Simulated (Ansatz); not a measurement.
**Geometry relaxation of GaNH5SClO (part 2 of 2)**

Continued. System: GaNH5SClO. Method: RKS PBE0/def2-SVP (Ansatz 0.2.0). The input holds or restrains some coordinates. It belongs to a series of runs on one base structure; here: pulled along the bonds that form and break, towards end A.

Geometry of the input (Å):
```
Ga 0.0000  0.0000  0.0000
N  0.0000  0.0000  2.2800
H  -0.8770  -0.2713  2.8100
H  0.8770  0.2713  2.8100
Cl 1.9398  0.0000  -1.1200
O  -1.5501  0.0000  -0.8950
H  -2.0598  -0.8467  -0.6865
S  0.5405  -2.3782  0.8104
H  -0.3367  -3.2879  0.2079
H  0.2866  -1.2608  2.0261
```

## Trajectory as extended XYZ, continued
```
10
Properties=species:S:1:pos:R:3:forces:R:3 step=4 energy=-79320.86193
Ga   -0.0604    0.3543    0.1722    0.5371  -1.8207   0.6378
N    -0.0784    0.3568    2.1242    0.0804  -0.7568   0.0435
H    -0.7873   -0.1761    2.6937    0.4674   0.9642  -1.2475
H     0.7831    0.2919    2.7119   -0.5935   0.3840  -1.1217
Cl    1.8378    0.0648   -1.0464   -1.3067   0.7918   0.9916
O    -1.5271    0.0076   -0.8569    0.5842   0.3481   0.5903
H    -2.0257   -0.8043   -0.6789    0.2781   0.3516   0.1686
S     0.7373   -2.8237    0.9946    0.0960  -0.2849  -0.0947
H    -0.3762   -3.2390    0.2771    0.3134   0.7523   0.9420
H     0.3172   -1.8060    1.8513   -0.4564  -0.7297  -0.9097
10
Properties=species:S:1:pos:R:3:forces:R:3 step=5 energy=-79321.57448
Ga   -0.0403    0.2409    0.1883    0.1016  -0.5929   0.6308
N    -0.0629    0.3333    2.0766   -0.1892  -0.3179  -0.8580
H    -0.8178   -0.0797    2.6306   -0.0037   0.3521  -0.4102
H     0.7798    0.3174    2.6449    0.1364   0.1160  -0.3146
Cl    1.8005    0.1931   -0.9727   -0.4917   0.3599   0.4548
O    -1.5279    0.0547   -0.8164    0.4240   0.0700   0.4115
H    -2.0418   -0.7463   -0.6598    0.0444   0.1471   0.0682
S     0.8123   -2.9937    1.0524   -1.0864   0.6009   0.0498
H    -0.3662   -3.2068    0.3632    0.6340   0.0906   0.4402
H     0.2846   -1.8865    1.7357    0.4306  -0.8258  -0.4725
10
Properties=species:S:1:pos:R:3:forces:R:3 step=6 energy=-79321.72185
Ga   -0.0204    0.1558    0.1492   -0.2202  -0.0014   1.0037
N    -0.0588    0.2825    2.0279   -0.8779  -0.4803  -0.6163
H    -0.9180    0.0783    2.5794    0.8994   0.3229  -0.6882
H     0.7713    0.2041    2.6069    0.0201   0.0959  -0.1202
Cl    1.8108    0.2994   -0.9473   -0.0946   0.1443   0.1352
O    -1.5371    0.0992   -0.8117    0.2160  -0.3170   0.2835
H    -2.1217   -0.6470   -0.6141    0.1407   0.2998  -0.0093
S     0.8499   -3.0636    1.0906   -0.6480   0.6138   0.0893
H    -0.3251   -3.2580    0.4195    0.3254   0.0434   0.2840
H     0.3694   -1.9244    1.7425    0.2390  -0.7214  -0.3617
10
Properties=species:S:1:pos:R:3:forces:R:3 step=7 energy=-79321.83292
Ga    0.0187    0.1461    0.1353   -0.2696   0.0037   1.1994
N    -0.0407    0.2040    2.0162   -0.1939  -0.2291  -0.4928
H    -0.9021    0.1782    2.5822    0.5788   0.1035  -0.5733
H     0.7794    0.3790    2.6037   -0.3123  -0.0296  -0.3928
Cl    1.8622    0.4821   -0.8866   -0.0828   0.0725   0.0626
O    -1.4820   -0.0167   -0.8259    0.0871  -0.3418   0.2048
H    -2.1170   -0.6794   -0.5126    0.2499   0.3454  -0.0490
S     0.7930   -3.1205    1.0125   -0.5026   0.5894   0.0959
H    -0.4135   -3.3463    0.4273    0.2024   0.0075   0.1534
H     0.3224   -2.0001    1.6908    0.2431  -0.5215  -0.2084
10
Properties=species:S:1:pos:R:3:forces:R:3 step=8 energy=-79321.76486 accepted=F
Ga    0.0576    0.1202    0.1213   -0.1127   0.0487   1.0300
N    -0.0281    0.0846    2.0052    0.7891   1.1683   1.2518
H    -0.9014    0.2847    2.5448    0.7641  -0.2857  -0.9599
H     0.7516    0.5631    2.5783   -1.4328  -1.0808  -1.4954
Cl    1.9011    0.6645   -0.8315   -0.2312  -0.0559   0.0917
O    -1.4060   -0.1374   -0.8672   -1.3712  -1.1005   1.0397
H    -2.1511   -0.6168   -0.3797    1.6309   1.1027  -1.0004
S     0.7592   -3.1856    0.9231   -0.4341   0.5933   0.1449
H    -0.4895   -3.4313    0.4480    0.1896   0.0288   0.1064
H     0.3270   -2.1196    1.7006    0.2084  -0.4189  -0.2087
10
Properties=species:S:1:pos:R:3:forces:R:3 step=9 energy=-79321.90006
Ga    0.0259    0.1462    0.1274   -0.1366  -0.0614   1.2025
N    -0.0405    0.1394    2.0122   -0.1582  -0.1453  -0.7102
H    -0.9020    0.2656    2.5502    0.2665  -0.0043  -0.3910
H     0.7638    0.3900    2.5851   -0.0632   0.0190  -0.2817
Cl    1.8659    0.5759   -0.8665   -0.0768   0.0428   0.0449
O    -1.4426   -0.0780   -0.8623   -0.2869  -0.4985   0.3896
H    -2.1298   -0.6393   -0.4523    0.5148   0.5141  -0.2669
S     0.7877   -3.1313    0.9630   -0.3487   0.5165   0.1437
H    -0.4461   -3.3747    0.4565    0.1176   0.0136   0.1027
H     0.3379   -2.0674    1.7298    0.1715  -0.3966  -0.2337
10
Properties=species:S:1:pos:R:3:forces:R:3 step=10 energy=-79321.93811
Ga    0.0347    0.1521    0.1251   -0.0913  -0.1659   1.1629
N    -0.0357    0.0770    2.0122   -0.0822  -0.0317  -0.7703
H    -0.9000    0.2797    2.5189    0.1978  -0.0088  -0.2938
H     0.7592    0.4142    2.5528   -0.0530   0.0006  -0.1928
Cl    1.8531    0.6525   -0.8775   -0.0673   0.0300   0.0618
O    -1.4203   -0.0872   -0.8745   -0.2231  -0.3385   0.2650
H    -2.1248   -0.6052   -0.4486    0.3641   0.3497  -0.1916
S     0.7824   -3.1328    0.9420   -0.3080   0.5004   0.2187
H    -0.4690   -3.3852    0.4926    0.0738  -0.0059   0.0620
H     0.3408   -2.1386    1.8000    0.1891  -0.3300  -0.3219
10
Properties=species:S:1:pos:R:3:forces:R:3 step=11 energy=-79321.95770
Ga    0.0422    0.1280    0.1481    0.1316  -0.1237   1.0796
N    -0.0471    0.0241    2.0375   -0.0759   0.3099  -0.6227
H    -0.9133    0.3736    2.4681    0.3319  -0.2123  -0.2549
H     0.7364    0.4736    2.5210   -0.1573  -0.1481  -0.1857
Cl    1.8445    0.7395   -0.8240   -0.0294  -0.0133   0.0498
O    -1.3715   -0.1402   -0.8809   -0.5041  -0.2573   0.1460
H    -2.1318   -0.5301   -0.4178    0.3566   0.2232  -0.2389
S     0.7745   -3.1823    0.8638   -0.4785   0.5803   0.2677
H    -0.5220   -3.4863    0.5815    0.2779   0.0669   0.0738
H     0.4083   -2.1734    1.7455    0.1474  -0.4257  -0.3147
10
Properties=species:S:1:pos:R:3:forces:R:3 step=12 energy=-79321.96341
Ga    0.0317    0.1626    0.1204   -0.0566  -0.5372   1.0333
N    -0.0320   -0.0258    2.0072    0.0713   0.1593  -1.0974
H    -0.9202    0.2228    2.4343   -0.0294   0.0314   0.0765
H     0.7172    0.4696    2.4859   -0.0263   0.0239   0.0373
Cl    1.8486    0.7586   -0.8212    0.0160   0.0550  -0.0077
O    -1.3698   -0.1739   -0.9220    0.0847   0.1247   0.0378
H    -2.1712   -0.3968   -0.4391   -0.0349  -0.0187   0.0102
S     0.7671   -3.1422    0.8542   -0.0394   0.4690   0.3635
H    -0.5368   -3.4294    0.6773   -0.0772  -0.0179  -0.0121
H     0.4859   -2.2191    1.8459    0.0918  -0.2895  -0.4414
10
Properties=species:S:1:pos:R:3:forces:R:3 step=13 energy=-79321.96289 accepted=F
Ga    0.0531    0.0761    0.1160   -0.0034   0.1108   1.2217
N    -0.0285    0.0117    2.0074    0.0515  -0.1114  -0.9864
H    -0.9138    0.2523    2.4473   -0.0075  -0.0345  -0.0718
H     0.7200    0.5001    2.4933    0.0361  -0.0123  -0.0644
Cl    1.8364    0.8021   -0.8040    0.0289  -0.0918  -0.0208
O    -1.3776   -0.1290   -0.9072   -0.0550  -0.1089  -0.0696
H    -2.1725   -0.3977   -0.4359    0.0039  -0.0016  -0.0069
S     0.7754   -3.2169    0.9029   -0.1693   0.5837   0.2091
H    -0.5244   -3.4911    0.6623    0.0013  -0.0199   0.0041
H     0.4521   -2.1813    1.7608    0.1137  -0.3142  -0.2149
10
Properties=species:S:1:pos:R:3:forces:R:3 step=14 energy=-79321.97790
Ga    0.0380    0.1269    0.1230   -0.0290  -0.2665   1.0711
N    -0.0333   -0.0094    2.0119    0.0553   0.0502  -1.0396
H    -0.9208    0.2356    2.4446   -0.0026  -0.0004   0.0025
H     0.7147    0.4871    2.4913   -0.0028   0.0034  -0.0036
Cl    1.8463    0.7605   -0.8149    0.0067  -0.0030   0.0024
O    -1.3749   -0.1473   -0.9172    0.0019   0.0103   0.0308
H    -2.1730   -0.3993   -0.4409    0.0137   0.0029  -0.0180
S     0.7746   -3.1745    0.8690   -0.1299   0.5094   0.2841
H    -0.5308   -3.4546    0.6730   -0.0085  -0.0130  -0.0005
H     0.4794   -2.1986    1.8030    0.0952  -0.2934  -0.3292
```

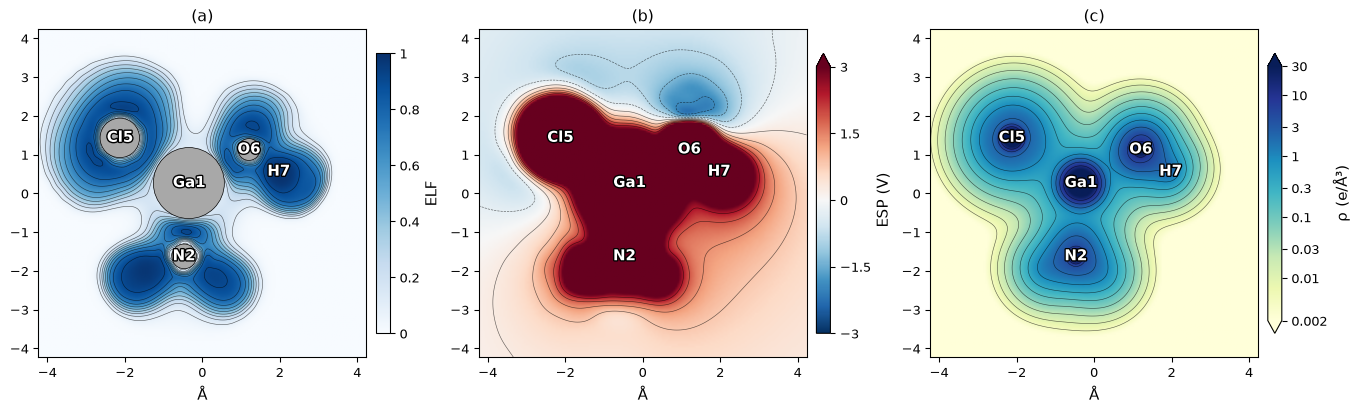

(a) ELF; (b) molecular electrostatic potential; (c) total electron density on the plane of atoms N2, Ga1 and O6. Grey discs, where drawn, cover atomic cores. The section cuts through Ga, N, Cl, O and H sites. Ga–N (1.90 Å): ρ at the midpoint is about 0.79 e/Å³; the ELF peaks at about 0.90 in the valence shell of N, 0.6 Å from its nucleus, and is about 0.35 at the midpoint. Ga–Cl (2.13 Å): ρ at the midpoint is about 0.7 e/Å³; the ELF peaks at about 0.85 in the valence shell of Cl, 0.8 Å from its nucleus, and is about 0.55 at the midpoint.

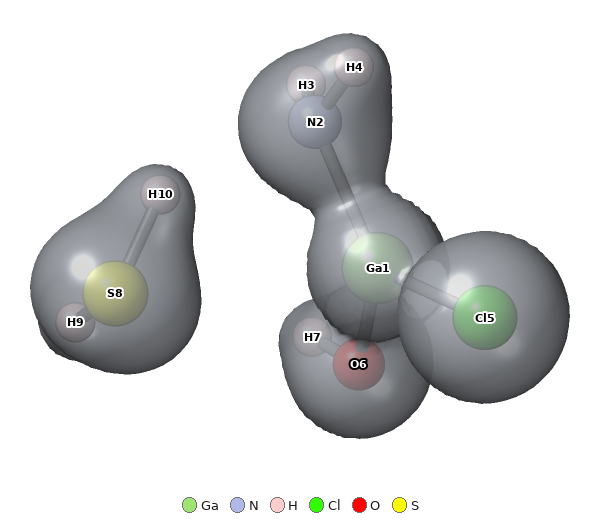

Isosurface of the electron density at 0.5 e/Å³ (grey), seen at a tilt. At this value the surface falls into two separate pieces. It is pinched off along the Ga···S (3.46 Å) contacts. On the grid the lowest density along these lines, outside the cores, is 0.06 e/Å³ (Ga···S, 3.46 Å), 0.89 e/Å³ (Ga–O, 1.78 Å), 0.77 e/Å³ (Ga–N, 1.90 Å) and 0.64 e/Å³ (Ga–Cl, 2.13 Å).

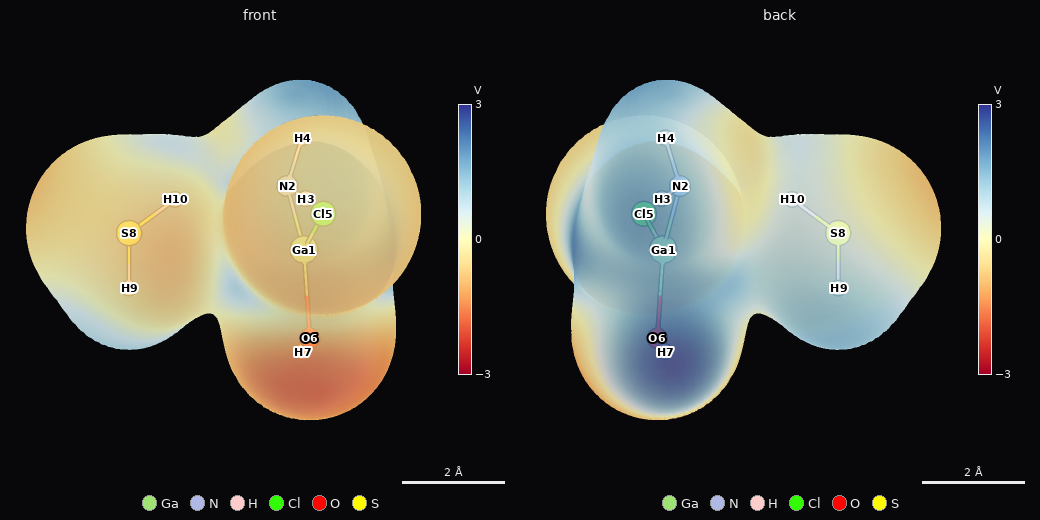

The electrostatic potential painted on the density surface at 0.002 e/bohr³, seen at a tilt and from behind; the colour scale runs from red (negative) to blue (positive). A positive charge is drawn to the negative regions and a negative charge to the positive ones.
